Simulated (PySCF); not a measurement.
# CH3ClFIn (SMILES [CH3][In]([F])[Cl]) at 3 levels

Wanted: a comparison of 3 runs (HF/STO-3G, HF/3-21G, PBE0/def2-SVP) of CH3ClFIn. The job is set up through a Python script.

The results are computed with PySCF 2.14.0.

### Step 1. The system as given

CH3ClFIn: 7 atoms, total charge 0, spin state singlet. SMILES: `[CH3][In]([F])[Cl]`. The coordinates come from a PBE0-D4/def2-TZVP relaxation.

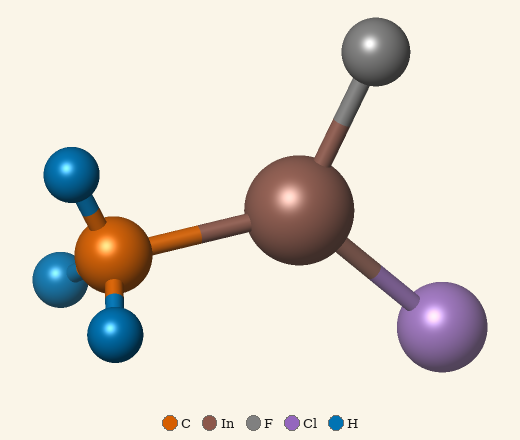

Viewed from a chosen angle; carbon orange, indium brown, fluorine grey, chlorine purple, hydrogen blue.

### Step 2. Energy and forces at HF/STO-3G (run 1)

File run.py:

```python
# [CH3][In]([F])[Cl]
import pyscf.grad
from pyscf import gto, scf

mol = gto.M(
    atom='''
C     -0.390800     0.951400     0.427300
In     0.391000    -0.846100    -0.384300
F      2.306000    -1.125500    -0.600500
Cl    -0.728400    -2.728700    -1.135500
H     -1.112900     1.373000    -0.270800
H     -0.891300     0.725700     1.368500
H      0.426300     1.650400     0.595200
''',
    verbose=3,
    basis='sto-3g',
    max_memory=1860,
)

mf = scf.RHF(mol)
mf.conv_tol = 1e-10
mf.kernel()
if not mf.converged:
    mf = mf.newton().run(mf.mo_coeff, mf.mo_occ)

e_tot = mf.e_tot
print('E(%s) = %.9f' % ('HF', e_tot))
grad = mf.Gradients().kernel()
dip = mf.dip_moment()
pop, q = mf.mulliken_pop()
```

The run is started by

```sh
OMP_NUM_THREADS=1 python run.py
```

The log of the run:

```text
converged SCF energy = -6274.75596453042
E(HF) = -6274.755964530
--------------- RHF gradients ---------------
         x                y                z
0 C    -0.0049742531     0.0269309061     0.0114066010
1 In    -0.0306307275     0.0025314004     0.0025777379
2 F     0.0362540225    -0.0044702268    -0.0037417804
3 Cl    -0.0042803834    -0.0115222132    -0.0047254694
4 H    -0.0042350706    -0.0039197520    -0.0097059080
5 H    -0.0022384459    -0.0094542597     0.0054019113
6 H     0.0101048580    -0.0000958547    -0.0012130924
----------------------------------------------
Dipole moment(X, Y, Z, Debye):  0.08079,  2.97965,  1.27514
 ** Mulliken pop  **
pop of  0 C 1s            1.99221
pop of  0 C 2s            1.22667
pop of  0 C 2px           1.01832
pop of  0 C 2py           1.10778
pop of  0 C 2pz           1.01770
pop of  1 In 1s           2.00000
pop of  1 In 2s           1.99969
pop of  1 In 3s           1.99845
pop of  1 In 4s           2.00909
pop of  1 In 5s           0.88495
pop of  1 In 2px          2.00006
pop of  1 In 2py          2.00006
pop of  1 In 2pz          2.00007
pop of  1 In 3px          1.99812
pop of  1 In 3py          1.99802
pop of  1 In 3pz          1.99786
pop of  1 In 4px          1.99461
pop of  1 In 4py          1.99442
pop of  1 In 4pz          1.98968
pop of  1 In 5px          0.47273
pop of  1 In 5py          0.47288
pop of  1 In 5pz          0.23203
pop of  1 In 3dxy         1.99945
pop of  1 In 3dyz         1.99926
pop of  1 In 3dz^2        1.99947
pop of  1 In 3dxz         1.99988
pop of  1 In 3dx2-y2      1.99936
pop of  1 In 4dxy         1.98319
pop of  1 In 4dyz         1.97615
pop of  1 In 4dz^2        1.98276
pop of  1 In 4dxz         1.99620
pop of  1 In 4dx2-y2      1.97991
pop of  2 F 1s            1.99936
pop of  2 F 2s            1.96350
pop of  2 F 2px           1.51724
pop of  2 F 2py           1.94250
pop of  2 F 2pz           1.91395
pop of  3 Cl 1s           1.99997
pop of  3 Cl 2s           1.99904
pop of  3 Cl 3s           1.99123
pop of  3 Cl 2px          1.99796
pop of  3 Cl 2py          1.99482
pop of  3 Cl 2pz          1.99845
pop of  3 Cl 3px          1.89105
pop of  3 Cl 3py          1.70791
pop of  3 Cl 3pz          1.90785
pop of  4 H 1s            0.95183
pop of  5 H 1s            0.95225
pop of  6 H 1s            0.95008
 ** Mulliken atomic charges  **
charge of    0C =     -0.36268
charge of    1In =      1.04166
charge of    2F =     -0.33653
charge of    3Cl =     -0.48829
charge of    4H =      0.04817
charge of    5H =      0.04775
charge of    6H =      0.04992
```

It took 4.2 s on 1 thread of Intel Xeon at 2.70GHz, shared host; peak memory 0.12 GiB.

### Step 3. Energy and forces at HF/3-21G (run 2)

File run.py:

```python
# [CH3][In]([F])[Cl]
import pyscf.grad
from pyscf import gto, scf

mol = gto.M(
    atom=[
    ('C', (-0.390800, 0.951400, 0.427300)),
    ('In', (0.391000, -0.846100, -0.384300)),
    ('F', (2.306000, -1.125500, -0.600500)),
    ('Cl', (-0.728400, -2.728700, -1.135500)),
    ('H', (-1.112900, 1.373000, -0.270800)),
    ('H', (-0.891300, 0.725700, 1.368500)),
    ('H', (0.426300, 1.650400, 0.595200)),
],
    verbose=3,
    charge=0,
    basis='3-21g',
    max_memory=1860,
    spin=0,
)

mf = scf.RHF(mol)
mf.conv_tol = 1e-10
mf.kernel()
if not mf.converged:
    mf = mf.newton().run(mf.mo_coeff, mf.mo_occ)

e_final = mf.e_tot
print(f'total energy: {e_final:.8f} hartree')
grad = mf.Gradients().kernel()
mf.analyze()
```

The run is started by

```sh
OMP_NUM_THREADS=1 python run.py
```

The log of the run:

```text
converged SCF energy = -6310.4460782868
total energy: -6310.44607829 hartree
--------------- RHF gradients ---------------
         x                y                z
0 C     0.0041967450    -0.0035007940    -0.0019581287
1 In    -0.0396924780    -0.0098114463    -0.0021258802
2 F     0.0182343308    -0.0039001669    -0.0026056872
3 Cl     0.0157680379     0.0235040990     0.0092828450
4 H    -0.0024548773    -0.0018467107    -0.0054483603
5 H    -0.0012646511    -0.0051340839     0.0031988142
6 H     0.0052128927     0.0006891029    -0.0003436027
----------------------------------------------
**** MO energy ****
MO #1   energy= -991.757789244691  occ= 2
MO #2   energy= -148.726397696092  occ= 2
MO #3   energy= -138.158420497208  occ= 2
MO #4   energy= -138.157395651689  occ= 2
MO #5   energy= -138.156889645641  occ= 2
MO #6   energy= -104.079590428225  occ= 2
MO #7   energy= -29.6081541580537  occ= 2
MO #8   energy= -26.054194858958   occ= 2
MO #9   energy= -25.1510312217561  occ= 2
MO #10  energy= -25.1468337763525  occ= 2
MO #11  energy= -25.1447887973851  occ= 2
MO #12  energy= -17.5517873317616  occ= 2
MO #13  energy= -17.5508592387534  occ= 2
MO #14  energy= -17.5492218497874  occ= 2
MO #15  energy= -17.5468324542031  occ= 2
MO #16  energy= -17.5464320752962  occ= 2
MO #17  energy= -11.1904307543041  occ= 2
MO #18  energy= -10.472630527832   occ= 2
MO #19  energy= -7.93565644195583  occ= 2
MO #20  energy= -7.93277747140066  occ= 2
MO #21  energy= -7.93255913210691  occ= 2
MO #22  energy= -5.05399171753378  occ= 2
MO #23  energy= -3.52755896852195  occ= 2
MO #24  energy= -3.52329278030907  occ= 2
MO #25  energy= -3.51794170362522  occ= 2
MO #26  energy= -1.45804764122007  occ= 2
MO #27  energy= -1.17111815144544  occ= 2
MO #28  energy= -1.1555336388722   occ= 2
MO #29  energy= -1.15414942022591  occ= 2
MO #30  energy= -1.15025562774559  occ= 2
MO #31  energy= -1.1434905907728   occ= 2
MO #32  energy= -1.0473164153438   occ= 2
MO #33  energy= -0.953522912036327 occ= 2
MO #34  energy= -0.588979669341372 occ= 2
MO #35  energy= -0.585868501154294 occ= 2
MO #36  energy= -0.579189162754675 occ= 2
MO #37  energy= -0.544084716027853 occ= 2
MO #38  energy= -0.53987882922365  occ= 2
MO #39  energy= -0.494483437694445 occ= 2
MO #40  energy= -0.454992576513315 occ= 2
MO #41  energy= -0.453807080981826 occ= 2
MO #42  energy= -0.426614351871138 occ= 2
MO #43  energy= 0.045523864371789  occ= 0
MO #44  energy= 0.063709018282601  occ= 0
MO #45  energy= 0.141399448652187  occ= 0
MO #46  energy= 0.167748546093414  occ= 0
MO #47  energy= 0.261255823910026  occ= 0
MO #48  energy= 0.270462848517389  occ= 0
MO #49  energy= 0.302992121304042  occ= 0
MO #50  energy= 0.343740428827243  occ= 0
MO #51  energy= 0.367258471128193  occ= 0
MO #52  energy= 0.422495525442099  occ= 0
MO #53  energy= 0.455694409688792  occ= 0
MO #54  energy= 0.79067540919898   occ= 0
MO #55  energy= 0.826792826118858  occ= 0
MO #56  energy= 0.870833877163887  occ= 0
MO #57  energy= 0.919971322964455  occ= 0
MO #58  energy= 0.951666101756453  occ= 0
MO #59  energy= 1.02883215462024   occ= 0
MO #60  energy= 1.056667410196     occ= 0
MO #61  energy= 1.31782652879045   occ= 0
MO #62  energy= 1.32675618820926   occ= 0
MO #63  energy= 1.35259421087202   occ= 0
MO #64  energy= 1.9271200221537    occ= 0
MO #65  energy= 2.31383274079915   occ= 0
MO #66  energy= 2.38002262952832   occ= 0
MO #67  energy= 2.49233038080824   occ= 0
MO #68  energy= 3.66560220417407   occ= 0
 ** Mulliken atomic charges  **
charge of    0C =     -0.55176
charge of    1In =      1.15156
charge of    2F =     -0.53358
charge of    3Cl =     -0.42205
charge of    4H =      0.11805
charge of    5H =      0.11784
charge of    6H =      0.11994
Dipole moment(X, Y, Z, Debye): -1.34187,  3.99317,  1.78426
```

Run time: 5.7 s. Hardware: 1 thread of Intel Xeon at 2.70GHz, shared host; peak memory 0.14 GiB.

### Step 4. Energy and gradient at PBE0/def2-SVP (core potential) (run 3)

File input.py:

```python
# [CH3][In]([F])[Cl]
import pyscf.grad
from pyscf import gto, dft

molecule = gto.Mole()
molecule.atom = '''
C   -0.390800   0.951400   0.427300
In   0.391000  -0.846100  -0.384300
F    2.306000  -1.125500  -0.600500
Cl  -0.728400  -2.728700  -1.135500
H   -1.112900   1.373000  -0.270800
H   -0.891300   0.725700   1.368500
H    0.426300   1.650400   0.595200
'''
molecule.max_memory = 1860
molecule.verbose = 3
molecule.ecp = {'In': 'def2-svp'}
molecule.spin = 0
molecule.basis = 'def2-svp'
molecule.build()

mf = dft.RKS(molecule, xc='pbe0')
mf.conv_tol = 1e-10
mf.grids.level = 5
mf.kernel()
if not mf.converged:
    mf = mf.newton().run(mf.mo_coeff, mf.mo_occ)

e_tot = mf.e_tot
print(f'total energy: {e_tot:.8f} hartree')
grad = mf.Gradients().kernel()
mf.analyze()
```

The run is started by

```sh
OMP_NUM_THREADS=1 python input.py
```

The log of the run:

```text
converged SCF energy = -789.611496768541
[... 18 lines left out ...]
MO #7   energy= -7.24354657488561  occ= 2
[... 7 lines left out ...]
MO #15  energy= -0.817379060134391 occ= 2
[... 7 lines left out ...]
MO #23  energy= -0.375327684479452 occ= 2
[... 7 lines left out ...]
MO #31  energy= 0.0397152990204785 occ= 0
[... 7 lines left out ...]
MO #39  energy= 0.253821859609575  occ= 0
[... 7 lines left out ...]
MO #47  energy= 0.62566681171477   occ= 0
[... 7 lines left out ...]
MO #55  energy= 0.837603073438497  occ= 0
[... 7 lines left out ...]
MO #63  energy= 1.31324195235848   occ= 0
[... 7 lines left out ...]
MO #71  energy= 1.9427993852878    occ= 0
[... 7 lines left out ...]
MO #79  energy= 3.15328982932729   occ= 0
[... 7 lines left out ...]
MO #87  energy= 61.1380003107888   occ= 0
[... 8 lines left out ...]
Dipole moment(X, Y, Z, Debye): -2.01550,  3.17217,  1.46770
```

Run time: 36 s. Hardware: 1 thread of Intel Xeon at 2.70GHz, shared host; peak memory 0.85 GiB.

### Step 5. Overview of the runs

```csv
run,level,core potential,integration grid,energy (Eh),dipole moment (D),HOMO energy (eV),LUMO energy (eV),wall time
1,HF/STO-3G,–,–,-6274.755965,3.24,-8.70,5.54,4.2 s
2,HF/3-21G,–,–,-6310.446078,4.57,-11.61,1.24,5.7 s
3,PBE0/def2-SVP (core potential),def2-svp,5,-789.611497,4.03,-8.58,-1.42,36 s
```

### Step 6. Summary of results

```
                       quantity          value
            run 3: total energy  -789.61150 Eh
           run 3: dipole moment         4.03 D
             run 3: HOMO energy       -8.58 eV
             run 3: LUMO energy       -1.42 eV
           run 3: HOMO–LUMO gap        7.17 eV
run 3: largest force on an atom     0.401 eV/Å
```

In words: The dipole moment (its size) runs from 3.24 D (HF/STO-3G) to 4.57 D (HF/3-21G). The HOMO–LUMO gap runs from 7.17 eV (PBE0/def2-SVP) to 14.24 eV (HF/STO-3G). The two ends differ in method and basis and core potential. Some runs of one species differ in core potentials or relativity; totals across that change don't compare. In run 1 the basis is minimal, so the values are rough. In runs 1, 2 relativity is left out where basis or elements ask for it. All runs together took 46 s, the longest 36 s.
